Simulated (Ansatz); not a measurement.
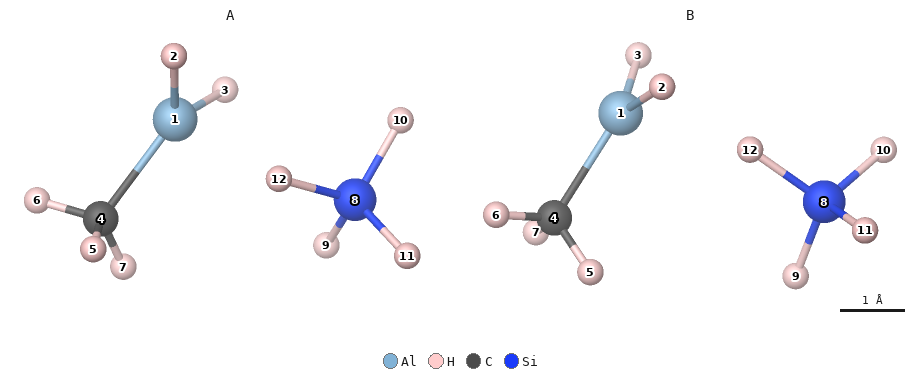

Two geometries of CH$_{9}$AlSi, drawn at one scale. One is the start of a relaxation, the other its converged end. A ball-and-stick model, seen face on.

All numbers below come from Ansatz 0.2.0, RKS PBE0-D4/6-31G*. Set-up: no spin polarisation; force threshold 0.03 eV/Å; at most 50 steps.

Question: Which of the two is the end point?

Answer: Structure A is the relaxed one. The run prepares an end point of a later path (reaction) calculation, from a guessed geometry. After 20 accepted moves (23 points after the start) the energy has fallen by 6.50 kcal/mol. The largest force component goes from 0.67 to 0.0083 eV/Å. The line search rejected the trial steps at points 4, 15, 22 of the run. The forces were under the threshold at step 16, but the run went on from there. The atom that moves furthest after the best rigid fit is H7 (1.05 Å). Largest moves by element: H 1.05 Å, Al 0.27 Å, Si 0.24 Å, C 0.19 Å. Some distances before and after: Al1–Si8 3.514 → 3.118 Å, Al1–H12 2.201 → 2.037 Å, Al1–H2 1.567 → 1.599 Å, Si8–H12 1.484 → 1.512 Å. Bond angles that change, for instance: H9–Si8–H10 109.8° → 112.8°, H11–Si8–H12 107.0° → 104.1°. Groups turn about Al1–C4 by about 20°. Cost: 80 s on 1 thread of Arm Neoverse V1, with other jobs on the host, peak memory 0.15 GiB.
